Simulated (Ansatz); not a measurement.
C2H3AlO2

```xyz
8

C     1.5497    1.1255    0.4589
C     0.5783    0.2395    0.1933
O     0.5751   -1.1777    0.4270
Al   -0.9608   -0.7096   -0.3035
O    -2.3994   -1.4842   -0.7867
H     2.4994    0.7972    0.9167
H     1.4130    2.1908    0.2243
H    -3.1631   -1.0387   -1.1858
```

Method: Ansatz, RKS revPBE-D4/def2-SVP.

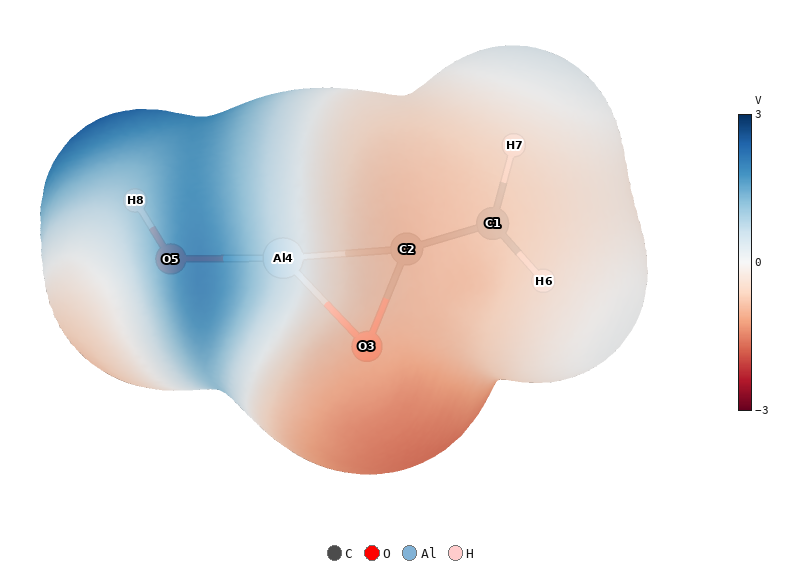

Figure 1. The molecular electrostatic potential painted on the density surface at 0.001 e/bohr³, seen at a tilt; red is negative and blue positive.

### Where is the surface potential most negative and most positive?

The most negative region (about −1.6 V) lies over O3, the most positive (about +2.4 V) over H8. O3 is the likeliest acceptor of a hydrogen bond.

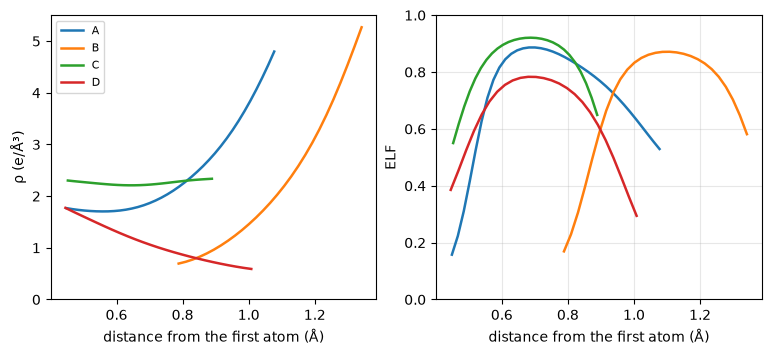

Figure 2. Total electron density and electron localisation function along straight lines between neighbouring atoms. The curves leave out the atomic cores.

### Which curve belongs to which contact (Al–O, C–Al, C–C and C–O)? The first atom named is at distance zero.

Curve A: C–O (1.44 Å): the density is about 1.9 e/Å³ at the midpoint, with its minimum of 1.7 e/Å³ about 0.6 Å from C; the ELF peaks at about 0.90 between the atoms, as expected for a polar covalent bond. Curve B: Al–O (1.70 Å): the density is about 0.83 e/Å³ at the midpoint; the ELF peaks at about 0.85 in the valence shell of O, 0.6 Å from its nucleus, and is about 0.40 at the midpoint. Curve C: C–C (1.34 Å): ρ is about 2.2 e/Å³ halfway; the ELF peaks at about 0.90 between the atoms: a multiple bond. Curve D: C–Al (1.88 Å): ρ is about 0.66 e/Å³ halfway; the ELF peaks at about 0.80 in the valence shell of C, 0.7 Å from its nucleus, and is about 0.50 at the midpoint.

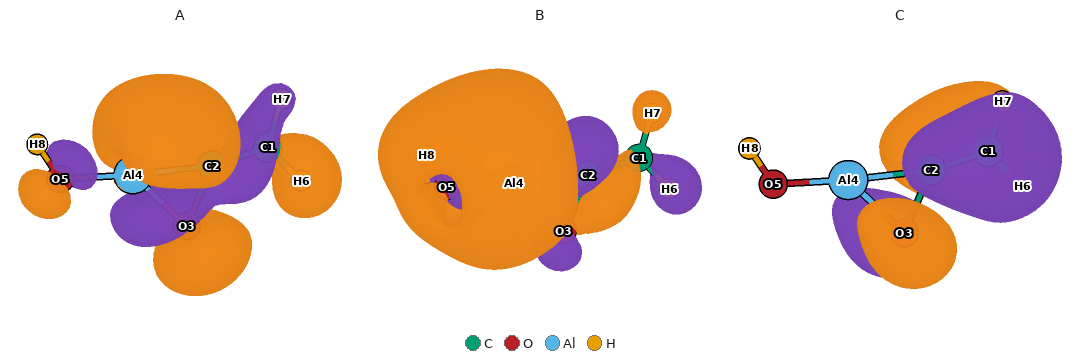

Figure 3. Three frontier orbitals at ±0.06 Å⁻³ᐟ² (orange and purple are the two phases), in no order.

### Which picture is the HOMO−1, the HOMO and the LUMO?

A is the HOMO−1 (−5.55 eV). Its weight (Hirshfeld) is mainly on O3 (about 40 %), C2 (about 25 %) and Al4 (about 25 %); it is symmetric in the molecular plane (an in-plane orbital: σ, lone-pair or in-plane π type). C is the HOMO (−5.00 eV). It lies mainly on C1 (about 40 %), O3 (about 25 %) and C2 (about 20 %); it changes sign across the molecular plane (π type); π-bonding across C1–C2; π-antibonding (a node) across C2–O3. B is the LUMO (−2.29 eV). It lies mainly on Al4 (about 55 %), C2 (about 15 %), O5 (about 15 %) and H8 (about 5 %); it is symmetric in the molecular plane (an in-plane orbital: σ, lone-pair or in-plane π type).

### What is the HOMO–LUMO gap?

2.71 eV between the orbital energies.
